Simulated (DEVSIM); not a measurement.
System: TaN/La2O3/p-Ge capacitor, at 300 K.

```tsv
layer (left to right)	material	thickness (nm)	Na (cm⁻³)
1	La2O3	4.90	-
2	Ge	4400	1.8e16
```

Metal gate on the left, work function 4.4 eV. Fixed charge at the semiconductor interface 3e10 cm⁻² (in units of +e); no interface traps.

The device is made up for the run: typed textbook-type constants, with dimensions and the other settings drawn at random. Values at 300 K.

| parameter | La2O3 | Ge |
|---|---|---|
| gap (eV) | 5.8 | 0.664 |
| affinity (eV) | 1.8 | 4 |
| permittivity | 27 | 16 |
| Nc (cm⁻³) | - | 1.04e19 |
| Nv (cm⁻³) | - | 6e18 |

DEVSIM, 1D Poisson equation in equilibrium, Boltzmann statistics, complete ionisation; no quantum confinement or tunnelling. Metal contacts follow the ideal Schottky-Mott rule: no Fermi-level pinning, no interface dipoles.

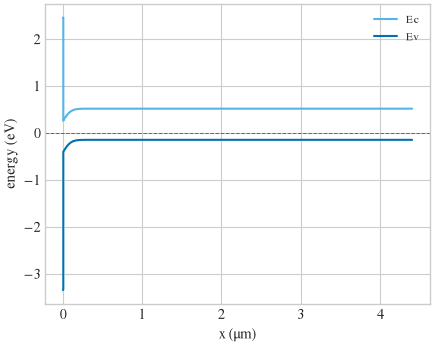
Fig. 1. Band edges at 0.15 V on the gate

Energies count from the Fermi level of the right contact; mesh points crowd at the junctions.

```csv
x (μm),Ec (eV),Ev (eV),n (cm⁻³),p (cm⁻³),field (V/cm)
0.000,2.450,-3.350,< 1e2,< 1e2,16000
0.001122,2.452,-3.348,< 1e2,< 1e2,16000
0.002768,2.454,-3.345,< 1e2,< 1e2,16000
0.004224,2.457,-3.343,< 1e2,< 1e2,16000
0.005735,0.260,-0.404,4.4e14,1.0e12,30000
0.008090,0.268,-0.396,3.3e14,1.3e12,30000
0.01323,0.283,-0.381,1.9e14,2.4e12,29000
0.03086,0.331,-0.333,2.9e13,1.5e13,25000
0.06285,0.401,-0.263,1.9e12,2.3e14,19000
0.1326,0.487,-0.177,6.9e10,6.3e15,6500
0.2847,0.513,-0.151,2.5e10,1.8e16,130
0.8068,0.514,-0.150,2.4e10,1.8e16,≈ 0
1.754,0.514,-0.150,2.4e10,1.8e16,≈ 0
3.126,0.514,-0.150,2.4e10,1.8e16,≈ 0
3.943,0.514,-0.150,2.4e10,1.8e16,≈ 0
4.194,0.514,-0.150,2.4e10,1.8e16,≈ 0
4.309,0.514,-0.150,2.4e10,1.8e16,≈ 0
4.361,0.514,-0.150,2.4e10,1.8e16,≈ 0
4.390,0.514,-0.150,2.4e10,1.8e16,≈ 0
4.399,0.514,-0.150,2.4e10,1.8e16,≈ 0
4.403,0.514,-0.150,2.4e10,1.8e16,≈ 0
4.405,0.514,-0.150,2.4e10,1.8e16,≈ 0
```
